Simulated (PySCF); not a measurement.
The calculation's input:

```
{"job": {"kind": "sp", "xc": "wB97X", "basis": "ma-def2-TZVP", "d3": "d3bj", "grid": 2}, "charge": 1, "multiplicity": 2}
C     -1.307952     0.408303     0.015793
C     -0.541505    -0.810071     0.344548
O      0.880024    -0.554951     0.653139
C      1.622755     0.194663    -0.033029
O      1.273239     0.908300    -1.019104
H      0.292672     0.912591    -1.169306
H     -1.238700     1.293748     0.658282
H     -2.193191     0.304268    -0.618994
H     -0.542434    -1.567981    -0.454530
H     -0.899288    -1.293186     1.270351
H      2.684228     0.229663     0.253443
```

Command:

```sh
OMP_NUM_THREADS=1 python redox_run.py task.json out
```

Geometry: PBE0-D3(BJ)/def2-SVP.

Level of theory: DFT single point, gas phase, functional wB97X (PySCF 2.14.0, density-fitted response routines).

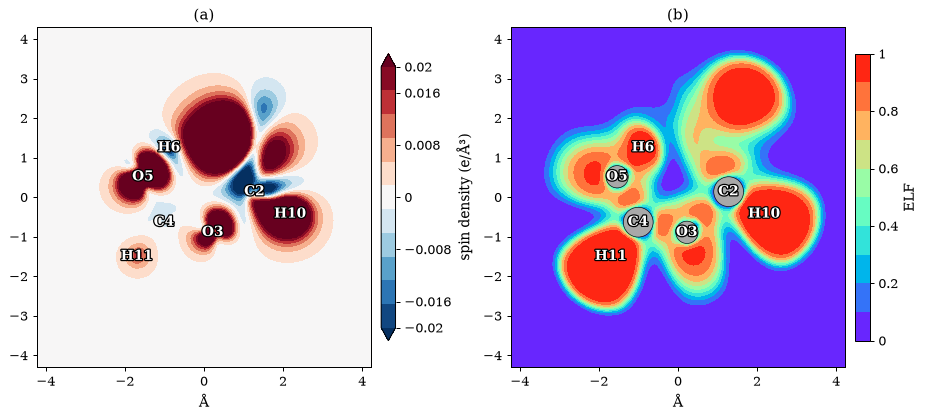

C₃H₆O₂ (charge +1, doublet). (a) spin density (α minus β); (b) ELF on the plane of atoms O3, C4 and O5. Grey discs cover the atomic cores in the ELF map.

**What do the fields say about this system?**

The plane passes through C, O and H nuclei.
C–O (1.26 Å): the ELF peaks at about 0.90 between the atoms, as expected for a short, strongly polar bond.
O–H (0.99 Å): the ELF climbs to about 1 towards the hydrogen, as it does in any bond to H: an ordinary covalent bond to hydrogen.
C–H (1.10 Å): the ELF climbs to about 1 towards the hydrogen (a covalent bond by its length).
The ELF also peaks beside O3 and O5, away from the bonds: non-bonding electrons, paired or unpaired.
The unpaired spin (1 electron) lies mostly on C1 (about 0.7), in electrons by Hirshfeld's partition.
